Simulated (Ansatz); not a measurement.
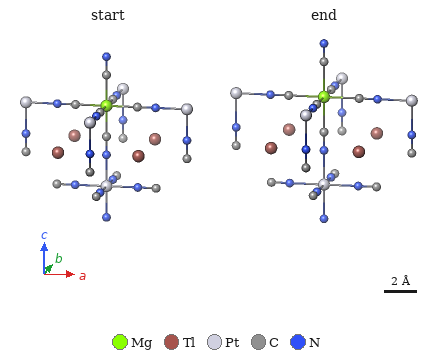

The structure of a crystal of MgTl2PtC6N6 (a generated structure, set up in Fm-3m) (coarse preliminary run) before (left) and after (right) a relaxation, at one scale.

The picture is a ball-and-stick view of the atoms within 5.8 Å of the atom that moves most (axes of the conventional cell (4 times the calculation's cell)), seen slightly off an axis. Lengths and directions refer to the drawn axes.

Theory: DFT PBE, scalar-relativistic, plane waves, PAW (Ansatz).

Input
```yaml
crystal:
  lattice:
    - [0.0, 5.1575, 5.1575]
    - [5.1575, 0.0, 5.1575]
    - [5.1575, 5.1575, 0.0]
  atoms:
    - { symbol: Mg, position: [0.0, 0.0, 0.0] }
    - { symbol: Tl, position: [0.25, 0.25, 0.25] }
    - { symbol: Tl, position: [0.75, 0.75, 0.75] }
    - { symbol: Pt, position: [0.5, 0.5, 0.5], spin: 1.0 }
    - { symbol: C, position: [0.80804653, 0.19195347, 0.19195347] }
    - { symbol: C, position: [0.19195347, 0.80804653, 0.19195347] }
    - { symbol: C, position: [0.19195347, 0.19195347, 0.80804653] }
    - { symbol: C, position: [0.19195347, 0.80804653, 0.80804653] }
    - { symbol: C, position: [0.80804653, 0.19195347, 0.80804653] }
    - { symbol: C, position: [0.80804653, 0.80804653, 0.19195347] }
    - { symbol: "N", position: [0.69461949, 0.30538051, 0.30538051] }
    - { symbol: "N", position: [0.30538051, 0.69461949, 0.30538051] }
    - { symbol: "N", position: [0.30538051, 0.30538051, 0.69461949] }
    - { symbol: "N", position: [0.30538051, 0.69461949, 0.69461949] }
    - { symbol: "N", position: [0.69461949, 0.30538051, 0.69461949] }
    - { symbol: "N", position: [0.69461949, 0.69461949, 0.30538051] }
basis:
  ecutwfc: 420
kpoints:
  mp_grid: { grid: [4, 4, 4] }
hamiltonian:
  xc: pbe
scf:
  occupations: { method: gaussian, width: 0.1 }
  lower_state_search: "off"
output:
  forces: true
  stress: true
  eigenvalues: true
  populations: true
magnetization:
  spin_polarized: true
relax:
  adjacent_minimum: "off"
  f_tol: 0.04
  max_steps: 70
  cell: { stress_tol: 0.4 }
```

Launched with:
```bash
ansatz run input.yaml --threads 1 --pin off --max-ram 2560MiB --backend cpu --events-out ev --progress --plain --runs-dir out
```

Question: Describe what moved and what it gained.

Answer: The largest moves relative to the cell, 0.099 Å, are those of C5, C6, C7, C8, C9 and C10. C10 goes along −c. By element the largest moves are C 0.099 Å, N 0.006 Å. Tl and Pt and Mg stay in place. The drawn cell changes as follows: a = b = c 10.315 → 11.253 Å (+9.1 %); the volume changes by +29.8 %. Among the contacts that change: Mg1–C10 1.980 → 2.259 Å, Pt4–N11 2.007 → 2.196 Å. The space group stays Fm-3m (No. 225). After 5 accepted moves (7 points after the start) the energy has fallen by 3.471 eV per cell of the calculation. The largest force component goes from 2.2 to 0.015 eV/Å. The pressure goes from 13.24 to 0.32 GPa. At 2 points the geometry stayed and the basis and grid were re-selected for the new cell (energy shift of 0.393 eV per cell of the calculation at most each time). The run took 100 s on 1 thread of Intel(R) Xeon(R) 6975P-C (Granite Rapids) (shared host), peak memory 0.9 GiB.
